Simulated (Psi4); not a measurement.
# BLYP/aug-cc-pVDZ run of BFH2Se (SMILES FB[SeH])

What is the vertical ionisation energy of BFH2Se at BLYP/aug-cc-pVDZ? 

The calculation is run with Psi4 1.11.

## Step 1: The system as given

The species is BFH2Se (5 atoms), typed as a singlet with charge 0. As SMILES, `FB[SeH]`. The shape is that of a PBE0-D4/def2-TZVP optimisation.

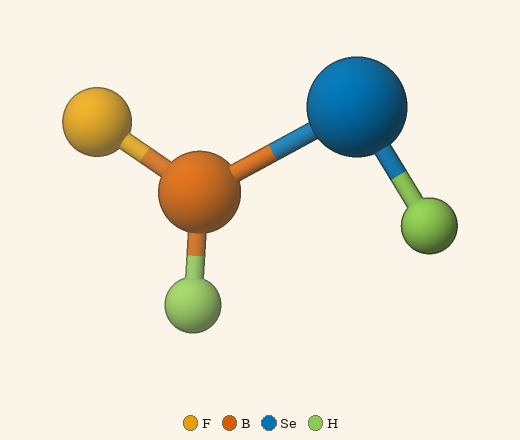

Viewed from a chosen angle; fluorine amber, boron orange, selenium blue, hydrogen green.

## Step 2: Energy and gradient at BLYP/aug-cc-pVDZ

The input, input.in:

```
memory 1.6 GB

molecule {
  0 1
  F     -0.285900    -1.627200     0.824300
  B     -0.277500    -0.532200     0.087000
  Se     1.102200     0.780000     0.426200
  H     -1.106900    -0.379300    -0.757500
  H      0.618000     1.685000    -0.621400
  symmetry c1
}

set globals {
  basis aug-cc-pVDZ
  reference rks
  puream true
  e_convergence 1e-09
  d_convergence 1e-08
  scf_type pk
  dft_radial_points 99
  dft_spherical_points 590
}

e_tot, wfn = gradient('blyp', return_wfn=True)
oeprop(wfn, 'DIPOLE', 'MAYER_INDICES', 'QUADRUPOLE', title='BLYP')
```

Launch:

```
$ psi4 input.in input.out -n 1
```

input.out, cut to the lines that bear on the results:

```text
[...]
  Running in c1 symmetry.
[...]
  Nuclear repulsion =  147.962723906407064
[...]
  Multiplicity = 1
[...]
  Nalpha       = 25
  Nbeta        = 25
[...]
    Number of basis functions: 100
[...]
   @RKS iter   1: -2527.07398132044500   -2.13957e+00   1.07575e-02 ADIIS/DIIS
[...]
   @RKS iter  12: -2527.51443495639523    0.00000e+00   1.65264e-09 DIIS
[...]
    Orbital Energies [Eh]
    ---------------------
    Doubly Occupied:
       1A   -452.268192     2A    -57.475670     3A    -51.636934
       4A    -51.635358     5A    -51.634562     6A    -24.337805
       7A     -7.566247     8A     -6.622894     9A     -5.561479
      10A     -5.556043    11A     -5.552494    12A     -2.000849
      13A     -1.999578    14A     -1.996510    15A     -1.992506
      16A     -1.992490    17A     -1.127477    18A     -0.664760
      19A     -0.503348    20A     -0.429993    21A     -0.411814
      22A     -0.389527    23A     -0.349186    24A     -0.274932
      25A     -0.239352
[...]
  @RKS Final Energy: -2527.51443495639523
   => Energetics <=
    Nuclear Repulsion Energy =            147.9627239064070636
    One-Electron Energy =               -3810.3508274407781755
    Two-Electron Energy =                1237.2565532661030829
    DFT Exchange-Correlation Energy =    -102.3828846881268646
    Empirical Dispersion Energy =           0.0000000000000000
    VV10 Nonlocal Energy =                  0.0000000000000000
    Total Energy =                      -2527.5144349563952346
[...]
  -Total Gradient:
     Atom            X                  Y                   Z
    ------   -----------------  -----------------  -----------------
       1        0.000012079785     0.024491435486    -0.016646945469
       2        0.004260484486    -0.016819781785     0.015245737277
       3       -0.010748153612    -0.000975687643    -0.008933041105
       4        0.003438525919    -0.000413846215     0.003349255690
       5        0.003048836112    -0.006268816855     0.006986444130
[...]
 Multipole Moments:
 ------------------------------------------------------------------------------------
     Multipole            Electronic (a.u.)      Nuclear  (a.u.)        Total (a.u.)
 ------------------------------------------------------------------------------------
 L = 1.  Multiply by 2.5417464519 to convert [e a0] to [Debye]
 Dipole X            :          4.3307841           -4.3618521           -0.0310680
 Dipole Y            :          3.1705919           -2.8070104            0.3635815
 Dipole Z            :          1.7095834           -1.9845942           -0.2750108
 Magnitude           :                                                    0.4569329
 L = 2.  Multiply by 1.3450342976 to convert [e a0^2] to [Debye ang]
 Quadrupole XX       :       -102.7972736           79.7265327          -23.0707409
 Quadrupole XY       :       -103.1441893          102.6217328           -0.5224566
[...]
```

It took 2.4 min on 1 thread of AMD EPYC, shared host; peak memory 0.98 GiB.

## Step 3: The doublet cation: a single-point energy at UBLYP/aug-cc-pVDZ

The input, bfh2se.xyz:

```xyz
5
BFH2Se
F     -0.285900    -1.627200     0.824300
B     -0.277500    -0.532200     0.087000
Se     1.102200     0.780000     0.426200
H     -1.106900    -0.379300    -0.757500
H      0.618000     1.685000    -0.621400
```

The input, run.py:

```python
import psi4

psi4.set_memory(1600000000)
psi4.set_num_threads(1)
psi4.core.set_output_file('output.dat', False)

with open('bfh2se.xyz') as f:
    atoms = ''.join(f.readlines()[2:])
m = psi4.geometry('1 2\n' + atoms + 'symmetry c1\nno_reorient\nno_com')

options = {'basis': 'aug-cc-pVDZ', 'reference': 'uks', 'puream': True, 'e_convergence': 1e-09, 'd_convergence': 1e-08, 'scf_type': 'pk', 'dft_radial_points': 99, 'dft_spherical_points': 590, 'maxiter': 200}
psi4.set_options(options)

e = psi4.energy('BLYP')
print(f'BLYP energy: {e:.10f} Eh')
for k, v in sorted(psi4.core.scalar_variables().items()):
    print(f'{k:45s} {v:18.10f}')
```

Launch:

```
$ python run.py
```

output.dat, cut to the lines that bear on the results:

```text
[...]
  Running in c1 symmetry.
[...]
  Nuclear repulsion =  147.962723906407035
[...]
  Multiplicity = 2
[...]
  Nalpha       = 25
  Nbeta        = 24
[...]
    Number of basis functions: 100
[...]
   @UKS iter   1: -2526.86393846793271   -1.92953e+00   9.45219e-03 DIIS/ADIIS
[...]
   @UKS iter  13: -2527.14377597558314   -5.45697e-12   6.12767e-09 DIIS
[...]
   @S^2 Observed:                7.517607764E-01
[...]
    Orbital Energies [Eh]
    ---------------------
    Alpha Occupied:
       1A   -452.593699     2A    -57.799298     3A    -51.962318
       4A    -51.959314     5A    -51.957745     6A    -24.567326
       7A     -7.890142     8A     -6.868919     9A     -5.887123
      10A     -5.879991    11A     -5.874830    12A     -2.325984
      13A     -2.324620    14A     -2.320887    15A     -2.316012
      16A     -2.314988    17A     -1.351048    18A     -0.973587
      19A     -0.729410    20A     -0.667134    21A     -0.637329
      22A     -0.636591    23A     -0.611398    24A     -0.553096
      25A     -0.521129
    Alpha Virtual:
[...]
  @UKS Final Energy: -2527.14377597558314
   => Energetics <=
    Nuclear Repulsion Energy =            147.9627239064070352
    One-Electron Energy =               -3795.8446005743821843
    Two-Electron Energy =                1222.8387265192843643
    DFT Exchange-Correlation Energy =    -102.1006258268923403
    Empirical Dispersion Energy =           0.0000000000000000
    VV10 Nonlocal Energy =                  0.0000000000000000
    Total Energy =                      -2527.1437759755831394
[...]
 Multipole Moments:
 ------------------------------------------------------------------------------------
     Multipole            Electronic (a.u.)      Nuclear  (a.u.)        Total (a.u.)
 ------------------------------------------------------------------------------------
 L = 1.  Multiply by 2.5417464519 to convert [e a0] to [Debye]
 Dipole X            :        -61.1770242           62.4087722            1.2317480
 Dipole Y            :        -18.6827876           19.8797299            1.1969423
 Dipole Z            :        -39.3851184           39.6192421            0.2341236
 Magnitude           :                                                    1.7334036
[...]
```

On the terminal:

```text
BLYP energy: -2527.1437759756 Eh
CURRENT ENERGY                                  -2527.1437759756
CURRENT REFERENCE ENERGY                        -2527.1437759756
DD SOLVATION ENERGY                                 0.0000000000
DFT FUNCTIONAL TOTAL ENERGY                     -2527.1437759756
DFT TOTAL ENERGY                                -2527.1437759756
DFT VV10 ENERGY                                     0.0000000000
DFT XC ENERGY                                    -102.1006258269
GRID ELECTRONS ALPHA                               24.9999999621
GRID ELECTRONS BETA                                23.9999999281
GRID ELECTRONS TOTAL                               48.9999998902
NUCLEAR REPULSION ENERGY                          147.9627239064
ONE-ELECTRON ENERGY                             -3795.8446005744
PCM POLARIZATION ENERGY                             0.0000000000
PE ENERGY                                           0.0000000000
SCF ITERATION ENERGY                            -2527.1437759756
SCF ITERATIONS                                     13.0000000000
SCF TOTAL ENERGY                                -2527.1437759756
TWO-ELECTRON ENERGY                              1222.8387265193
XC GRID RADIAL POINTS                              99.0000000000
XC GRID SPHERICAL POINTS                          590.0000000000
XC GRID TOTAL POINTS                           283513.0000000000
```

Wall time 1.7 min (1 thread of AMD EPYC, shared host); peak memory 0.98 GiB.

## Step 4: Results

At BLYP/aug-cc-pVDZ:

```
                                          quantity           value
                      singlet BFH2Se: total energy  -2527.51443 Eh
                     singlet BFH2Se: dipole moment          1.16 D
                       singlet BFH2Se: HOMO energy        -6.51 eV
                       singlet BFH2Se: LUMO energy        -1.72 eV
                     singlet BFH2Se: HOMO–LUMO gap         4.79 eV
          singlet BFH2Se: largest force on an atom      1.523 eV/Å
                      doublet cation: total energy  -2527.14378 Eh
doublet cation: HOMO energy (highest over α and β)       -14.07 eV
 doublet cation: LUMO energy (lowest over α and β)       -13.71 eV
                              doublet cation: ⟨S²⟩           0.752
vertical ionisation energy (to the doublet cation)       10.086 eV
```

The vertical ionisation energy comes to 10.09 eV (233 kcal/mol). The largest force (singlet BFH2Se) is 1.52 eV/Å: the shape isn't a stationary point for this species at this level. The negative HOMO energy of the first species, 6.51 eV, lies 3.57 eV below that difference.
